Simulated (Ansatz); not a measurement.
```yaml
crystal:
  periodic: [false, false, false]
  atoms:
    - {symbol: O, position_ang: [0.086389, 1.048992, -0.909910]}
    - {symbol: Ge, position_ang: [0.075943, -0.102265, 0.396820]}
    - {symbol: F, position_ang: [1.381012, -1.933721, -0.181322]}
    - {symbol: F, position_ang: [-1.502253, -0.768064, 0.556448]}
    - {symbol: H, position_ang: [-0.207652, 0.688041, -1.750968]}
    - {symbol: H, position_ang: [0.546843, 0.528434, 1.692919]}
basis:
  gaussian: {orbitals: def2-TZVPP}
hamiltonian: {xc: pbe, dispersion: d4}
```

Geometry: moved along internal coordinates away from the minimum.

What structure does this define?

Formula F2GeH2O. Judged by distances it falls into 2 fragments: FGeH2O, F. Coordination: 1 O bent; 1 Ge trigonal pyramidal.

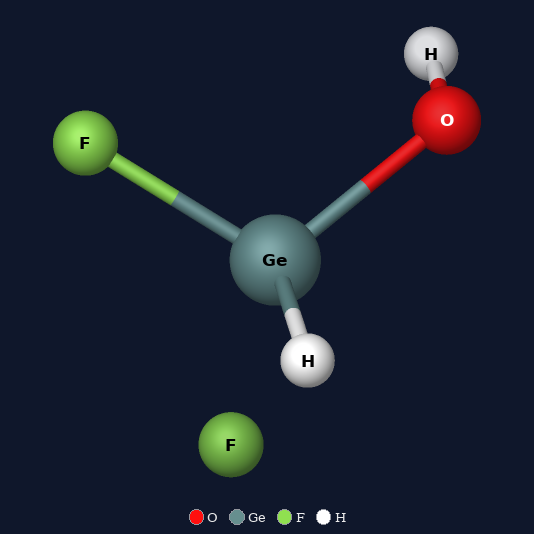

Source: calculation with Ansatz.
